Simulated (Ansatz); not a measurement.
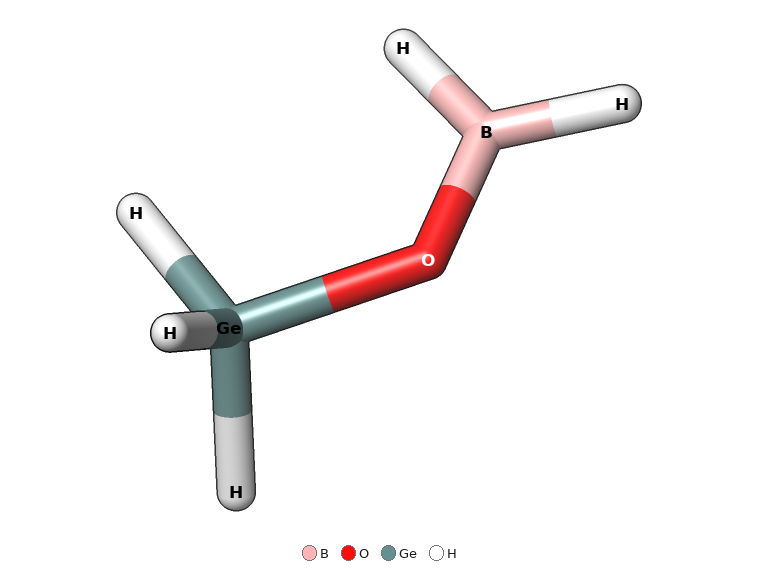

The picture shows a molecular structure as a stick model.

Question: Count the atoms of each element.

Answer: BGeH₅O, 8 atoms: 1 boron, 1 germanium, 5 hydrogen and 1 oxygen.

Question: How many sets of symmetry-equivalent atoms are there?

Answer: 7: 1 B, 1 O, 1 Ge, 1 H, 1 H, 2 H, 1 H.

The parts below concern this one geometry. Atoms keep their numbers from picture to picture. The geometry was computed by an optimisation with PBE0-D4/def2-TZVP.

**Shape**

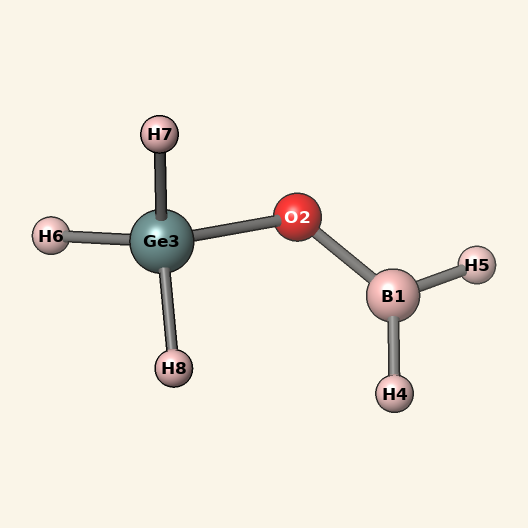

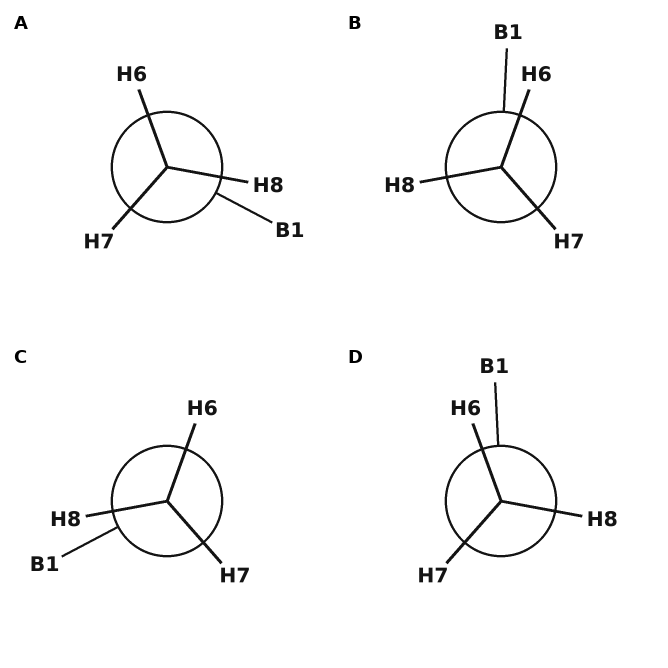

Depth is shown by fading: the farther an atom, the more it takes the colour of the background. Bonds that would overlap in a projection are set slightly apart.

Question: Which Newman projection shows the view along Ge3–O2, with Ge3 in front?

Answer: C. The torsion angle H6–Ge3–O2–B1 is −121°, anticlinal.

**Thermal motion**

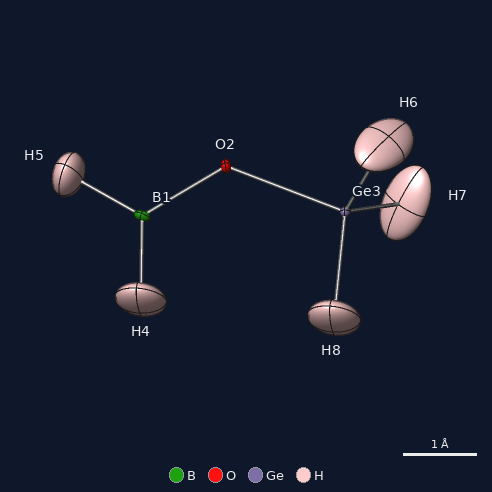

Displacement ellipsoids at the 50 % level, enlarged 1.5 times, from the internal vibrations of the free molecule (harmonic, no overall translation or rotation; no half-axis is drawn under 0.075 Å). Vibrations computed with RKS PBE0-D4/def2-TZVP (Ansatz 0.2.0). Temperature: 0 K (zero-point motion alone).

Question: Which atom has the largest mean-square displacement?

Answer: H6, H7, with U_eq = 0.0306 Å².

Question: Does H6 move more along its bond or across it?

Answer: Across it: the root-mean-square amplitude is 0.087 Å along the bond and up to 0.248 Å across, since bending and torsion are softer than stretching.

List U_eq and the three principal root-mean-square amplitudes for each kind of atom.

```tsv
atom	U_eq (Å²)	rms amplitudes (Å)
B1	0.0020	0.027, 0.050, 0.053
O2	0.0021	0.032, 0.044, 0.060
Ge3	0.00007	0.005, 0.006, 0.012
H4	0.0261	0.083, 0.153, 0.219
H5	0.0206	0.092, 0.134, 0.188
H6, H7	0.0306	0.087, 0.151, 0.248
H8	0.0273	0.087, 0.158, 0.222
```

**Levels of theory compared**

Program: Ansatz 0.2.0.

Tabulate HOMO energy (eV), HOMO–LUMO gap (eV) at these levels: B3LYP-D4/def2-TZVPP; BHLYP-D4/def2-TZVPP; CAM-B3LYP-D4/def2-TZVPP; PBE0-D4/def2-QZVPP; PBE0-D4/def2-SVP; PBE0-D4/def2-TZVPP; r2SCAN-D4/def2-TZVPP; r2SCAN0-D4/def2-TZVPP; r2SCANh-D4/def2-TZVPP; ωB97M-V/def2-TZVPP; ωB97X-V/def2-TZVPP.

```csv
level,HOMO energy (eV),HOMO–LUMO gap (eV)
B3LYP-D4/def2-TZVPP,−7.96,7.39
BHLYP-D4/def2-TZVPP,−9.56,10.21
CAM-B3LYP-D4/def2-TZVPP,−9.61,10.33
PBE0-D4/def2-QZVPP,−8.16,7.78
PBE0-D4/def2-SVP,−8.08,8.00
PBE0-D4/def2-TZVPP,−8.15,7.83
r2SCAN-D4/def2-TZVPP,−7.03,6.11
r2SCAN0-D4/def2-TZVPP,−8.36,8.30
r2SCANh-D4/def2-TZVPP,−7.56,6.99
ωB97M-V/def2-TZVPP,−10.49,12.02
ωB97X-V/def2-TZVPP,−10.62,12.45
```

**Vibrations**

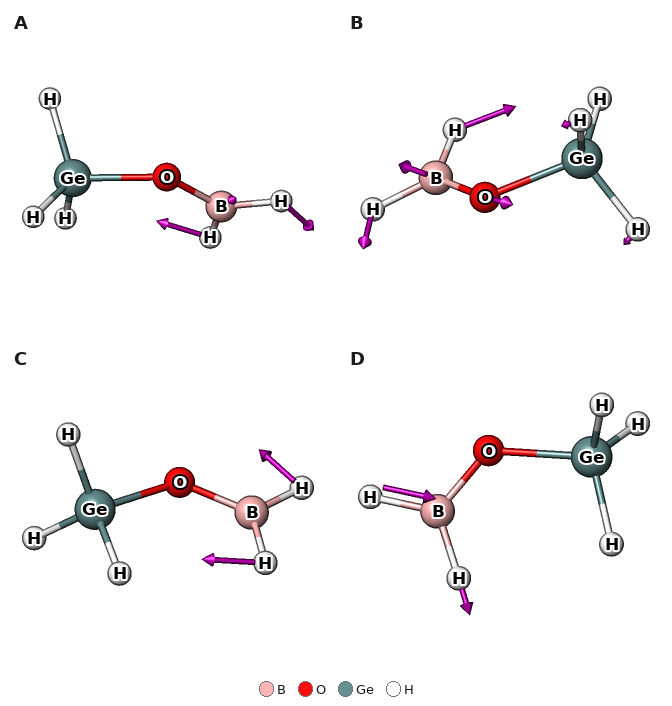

4 normal modes of one molecule or complex, as arrows. Harmonic vibrations computed with RKS PBE0-D4/def2-TZVP (Ansatz 0.2.0) at a stationary point of the same level.

Question: Match the panels to the wavenumbers 1017 cm⁻¹, 1215 cm⁻¹, 1398 cm⁻¹, 2608 cm⁻¹.

Answer: A: 1017 cm⁻¹, H–B–O bending
B: 1398 cm⁻¹
C: 1215 cm⁻¹, H–B–H bending
D: 2608 cm⁻¹, out-of-phase stretching of 2 B–H bonds
